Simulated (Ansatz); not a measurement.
# Correcting a cheap level on molecular compounds of Ge

The vertical ionisation energy (cation less neutral) in eV of 8 molecular compounds of Ge: x at B2PLYP/def2-TZVPP, y at CCSD(T)/def2-TZVPP. Shapes, held fixed at every level: PBE0-D4/def2-TZVP. Flexible molecules stand in one conformer, not always the lowest. Programs: Ansatz 0.2.0.

| molecule | x (eV) | y (eV) |
| --- | --- | --- |
| C5H11FGeO (SMILES C=C[CH2][Ge]([CH3])([F])[O]C) | 9.12 | 9.38 |
| GeH2(SH)2 | 9.38 | 9.60 |
| GeH2(SeH)Cl | 9.48 | 9.50 |
| Ge(SiH3)4 | 9.53 | ? |
| C2H6F3GeN (SMILES C[N](C)[Ge]([F])([F])[F]) | 9.57 | 9.65 |
| C3H10Ge (SMILES C[CH](C)[GeH3]) | 9.97 | 10.13 |
| Ge(CH3)4 (tetramethylgermane) | 10.09 | 10.27 |
| GeH2(OH)F | 12.09 | 12.13 |

Q: Fit y = c + s·x to the known rows and predict y for Ge(SiH3)4.

A: 
1. Means of the 7 rows: x = 9.9571, y = 10.094.
2. Σ(Δx)² = 5.9783, Σ(Δx·Δy) = 5.7045, so the slope is 5.7045/5.9783 = 0.9542.
3. Intercept: 10.094 − (0.9542) × 9.9571 = 0.593. The largest residual of the fit is 0.14.
4. Ge(SiH3)4: 0.593 + 0.9542 × 9.53 = 9.69 eV.

CCSD(T)/def2-TZVPP gives 9.66 eV, so the prediction is off by +0.03 eV, within the largest residual. Uncorrected, B2PLYP/def2-TZVPP misses it by -0.13 eV, and the other rows by 0.14 on average. The line overshoots: the miss goes from -0.13 to +0.03. GeH2(OH)F lies far out in x and weighs most in the slope. Left out in turn, the other rows are missed by 0.08 eV on average. Cations run unrestricted. Relativity is left out for Ge, Se. Outer-core shells of Ge, Se are correlated, in sets that cover them unevenly.

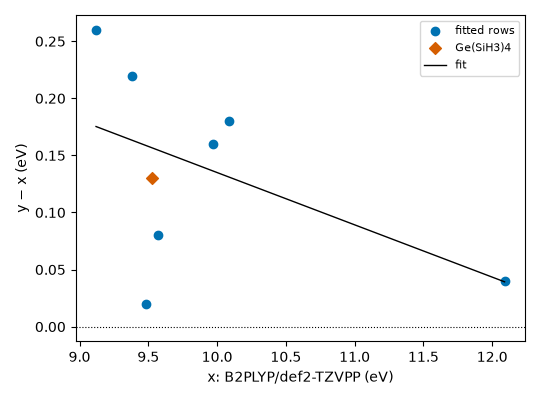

The correction y − x against x, with the fitted line and the withheld molecule.
